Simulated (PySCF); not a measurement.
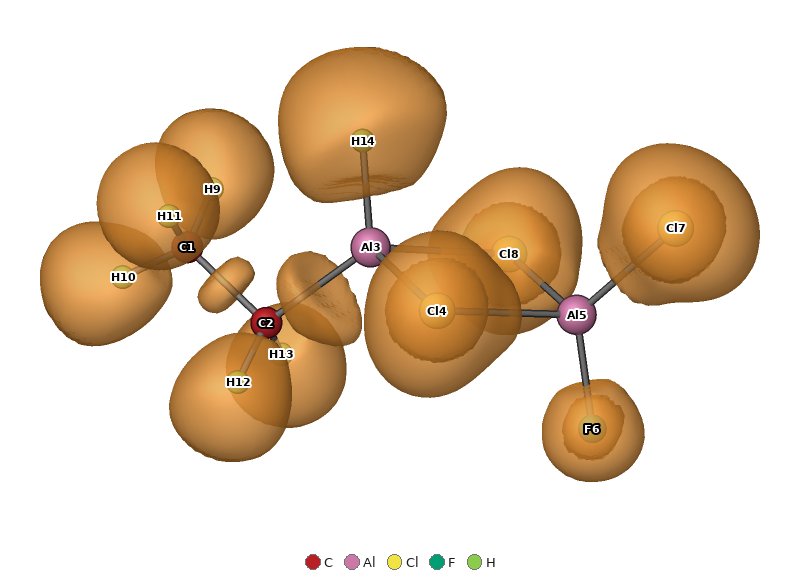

The picture shows: C$_{2}$H$_{6}$Al$_{2}$Cl$_{3}$F. Isosurface of the ELF at 0.8 (orange), seen at a tilt. Only the valence region is drawn (cores and ρ < 0.01 e/Å³ removed).

Geometry: GFN2-xTB.

All numbers below come from wB97X-D/def2-SVPD, SCF density, gas phase (PySCF 2.14.0).

```yaml
atoms:
  - { symbol: C, position_ang: [-2.4397, 0.3432, 0.6136] }
  - { symbol: C, position_ang: [-1.4543, -0.3217, -0.3653] }
  - { symbol: Al, position_ang: [0.2991, 0.2311, 0.3795] }
  - { symbol: Cl, position_ang: [1.7766, -1.3750, 0.6457] }
  - { symbol: Al, position_ang: [3.1523, -0.3636, -0.7491] }
  - { symbol: F, position_ang: [3.0750, -1.2721, -2.1265] }
  - { symbol: Cl, position_ang: [4.8525, 0.2882, 0.1200] }
  - { symbol: Cl, position_ang: [1.6518, 1.2211, -1.0464] }
  - { symbol: H, position_ang: [-2.3055, 1.4248, 0.6141] }
  - { symbol: H, position_ang: [-3.4770, 0.1285, 0.3593] }
  - { symbol: H, position_ang: [-2.2590, -0.0028, 1.6312] }
  - { symbol: H, position_ang: [-1.6567, -1.4019, -0.3787] }
  - { symbol: H, position_ang: [-1.6900, 0.0239, -1.3816] }
  - { symbol: H, position_ang: [0.4743, 1.0759, 1.6621] }
```

**Identify the bonds, lone pairs and shells in this picture.**

The surface consists of one region between bonded Al–C atoms (shared pairs), one region between bonded C–C atoms (shared pairs), six regions around hydrogen nuclei, three regions on Cl in which the atom's valence shell and bonds are merged and one region wrapped around F (its valence shell).

Values along the shortest contacts:
C–C (1.54 Å): the ELF peaks at about 0.95 between the atoms; localised, covalent bonding. Al–F (1.65 Å): the ELF peaks at about 0.85 in the valence shell of F, 0.5 Å from its nucleus, and is about 0.30 at the midpoint.
